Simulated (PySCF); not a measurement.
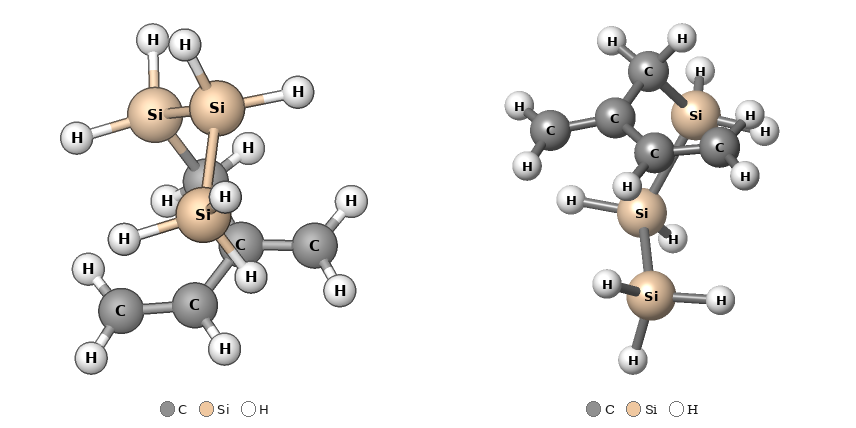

The same structure drawn twice, from different directions.

The computed structure is the end point of a PBE0-D3(BJ)/def2-SVP optimisation. No frequency run is at hand to confirm it as a minimum.

Give the formula.

Answer. C5H14Si3, 22 atoms: 5 carbon, 14 hydrogen and 3 silicon.

What is the point group of this geometry?

Answer. C1.

Give a SMILES string for it.

Answer. C=CC(=C)C[SiH2][SiH2][SiH3]

How many bonds of each kind are drawn?

Answer. 7 C–H, 7 Si–H, 4 C–C, 2 Si–Si, 1 C–Si.

More results for the same structure follow; atom numbers are the same in all pictures, views and colours differ.

## Geometry

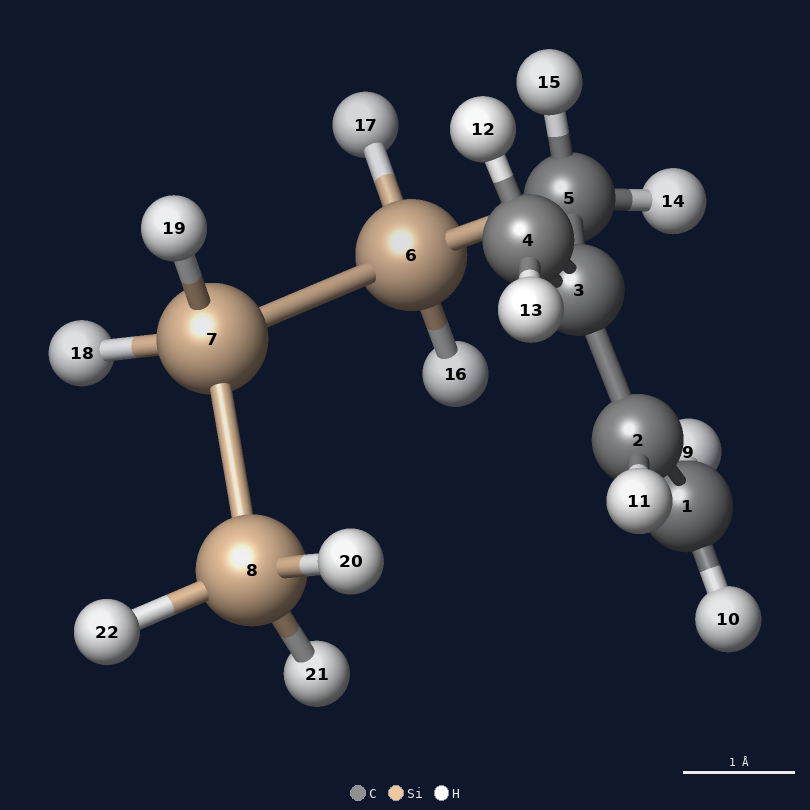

No frequency run is at hand to confirm it as a minimum.

Which atoms are bonded, and how long are the bonds? Leave out bonds to hydrogen.

```csv
bond,length (Å),order
C1–C2,1.340,double
C2–C3,1.466,single
C3–C4,1.347,double
C3–C5,1.500,single
C5–Si6,1.908,single
Si6–Si7,2.345,single
Si7–Si8,2.346,single
```

## NMR shielding

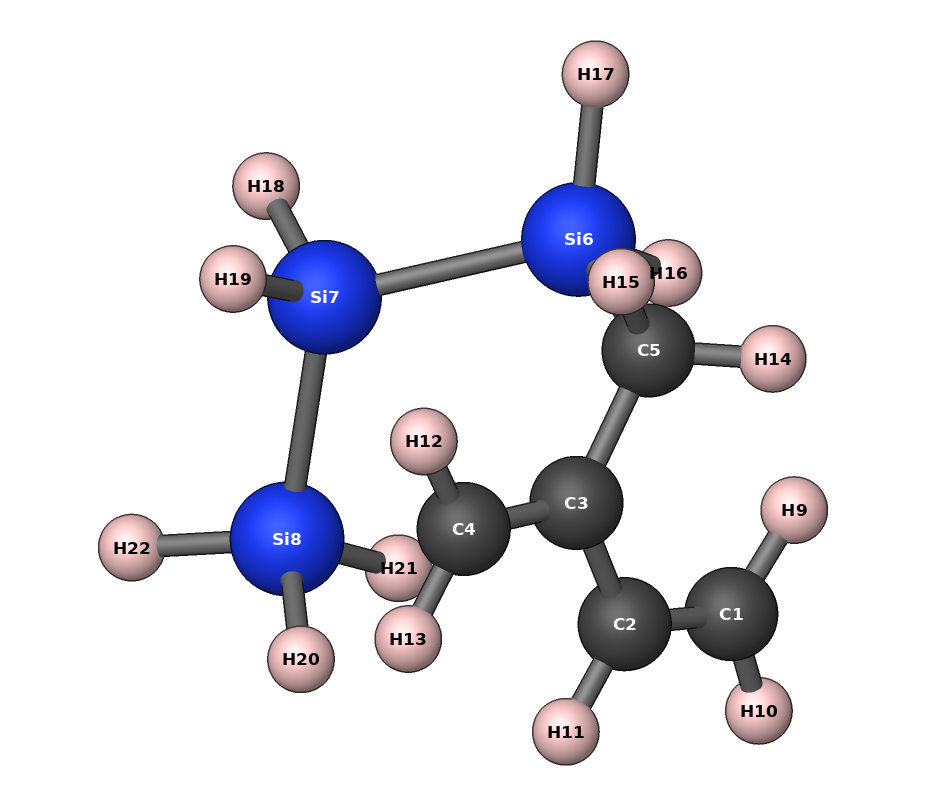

No frequency run is at hand to confirm it as a minimum. Properties computed with GIAO B3LYP/pcSseg-1 NMR shielding, non-relativistic, gas phase (PySCF 2.14.0). Principal shieldings σ11 ≤ σ22 ≤ σ33, span Ω = σ33 − σ11, skew κ = 3(σiso − σ22)/Ω.

Which C atom has the most anisotropic shielding?

Answer. C3, with a span of 247 ppm.

Give the shielding tensors of the C atoms.

| atom | σ11 | σ22 | σ33 | σiso | Ω | κ |
| --- | --- | --- | --- | --- | --- | --- |
| C1 | −52.3 | 58.2 | 161.4 | 55.8 | 213.7 | −0.03 |
| C2 | −82.7 | 37.4 | 137.1 | 30.6 | 219.7 | −0.09 |
| C3 | −92.0 | 13.7 | 155.0 | 25.5 | 247.0 | 0.14 |
| C4 | −43.0 | 72.7 | 134.4 | 54.7 | 177.4 | −0.30 |
| C5 | 150.5 | 155.7 | 184.7 | 163.6 | 34.2 | 0.69 |

Shieldings and span in ppm.

## Excitation

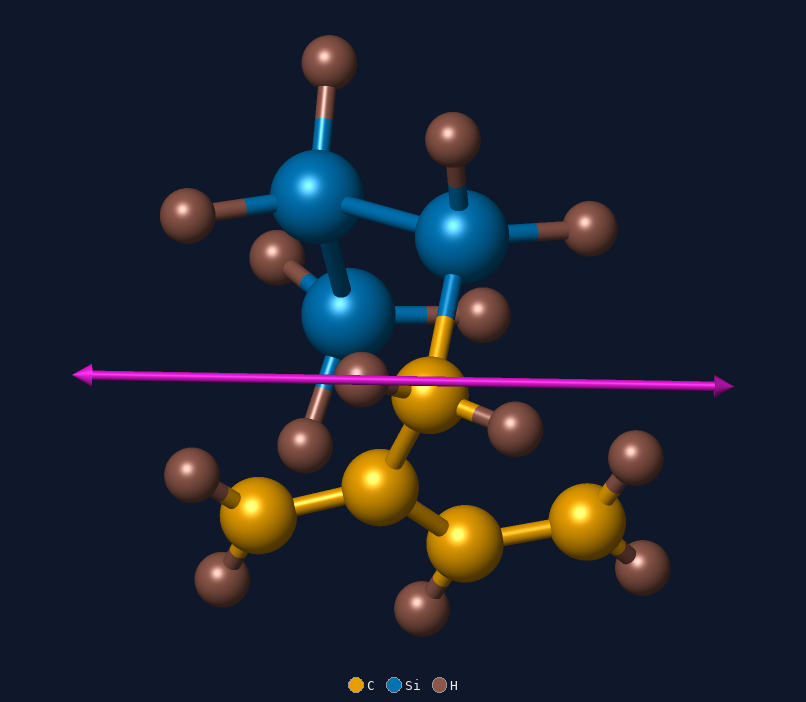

The double arrow shows the direction of the transition dipole to excited singlet state 2 (its length means nothing). No frequency run is at hand to confirm it as a minimum. Method: TDDFT B3LYP/def2-SVPD, vertical, gas phase, core orbitals frozen in the response (PySCF 2.14.0).

Give its energy, strength and character.

Answer. 5.52 eV (225 nm), oscillator strength 0.052, mainly HOMO−1 → LUMO (weight 0.89); transition dipole 1.58 D.

## Charges

The questions are on Mulliken charges. No frequency run is at hand to confirm it as a minimum. Properties computed with PBE0/pcSseg-1 in methanol (IEF-PCM) (PySCF 2.14.0).

Give the Mulliken charges atom by atom.

```json
{"atom": "C1", "value (e)": "−0.16"}
{"atom": "C2", "value (e)": "−0.15"}
{"atom": "C3", "value (e)": "−0.40"}
{"atom": "C4", "value (e)": "−0.08"}
{"atom": "C5", "value (e)": "−0.41"}
{"atom": "Si6", "value (e)": "0.36"}
{"atom": "Si7", "value (e)": "−0.01"}
{"atom": "Si8", "value (e)": "0.22"}
{"atom": "H9", "value (e)": "0.15"}
{"atom": "H10", "value (e)": "0.14"}
{"atom": "H11", "value (e)": "0.11"}
{"atom": "H12", "value (e)": "0.13"}
{"atom": "H13", "value (e)": "0.13"}
{"atom": "H14", "value (e)": "0.18"}
{"atom": "H15", "value (e)": "0.17"}
{"atom": "H16", "value (e)": "−0.05"}
{"atom": "H17", "value (e)": "−0.05"}
{"atom": "H18", "value (e)": "−0.03"}
{"atom": "H19", "value (e)": "−0.03"}
{"atom": "H20", "value (e)": "−0.07"}
{"atom": "H21", "value (e)": "−0.06"}
{"atom": "H22", "value (e)": "−0.06"}
```

Mulliken values depend strongly on the basis set and can even reverse the polarity of a bond.
